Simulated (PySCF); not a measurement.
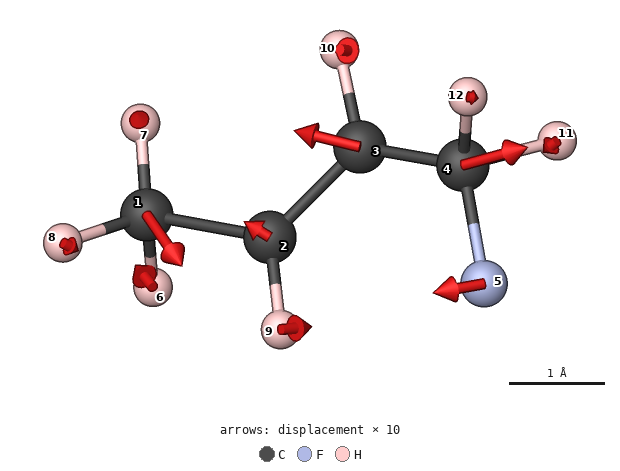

This is a relaxation of C4H7F. The starting structure is drawn; red arrows show the displacements, 10 times their true length. The two geometries are superimposed by the best rigid fit.

Style: ball-and-stick. Shown at a tilt.

The start comes from MMFF94s. Its atoms were then displaced at random by about 0.03 Å.

Level of theory: PySCF, PBE0-D3(BJ)/def2-SVP geometry optimisation, gas phase. 

### Atoms of which element are displaced furthest, and by how much?

Carbon: up to 0.090 Å, against 0.060 Å for fluorine.

### Describe the change and its energy.

C1 moves most after the best rigid fit: 0.090 Å. Largest moves by element: C 0.090 Å, F 0.060 Å, H 0.046 Å. Among the contacts that change: C3–C4 1.347 → 1.491 Å, C1–C2 1.588 → 1.491 Å, C1–H7 1.023 → 1.100 Å, C4–H11 1.158 → 1.107 Å. Among the angles between lasting bonds that change: H6–C1–H7 115.5° → 108.1°, C2–C1–H6 104.0° → 111.1°, C3–C4–F5 118.3° → 112.0°. Over 7 geometry steps the energy falls by 85.9 kJ/mol.
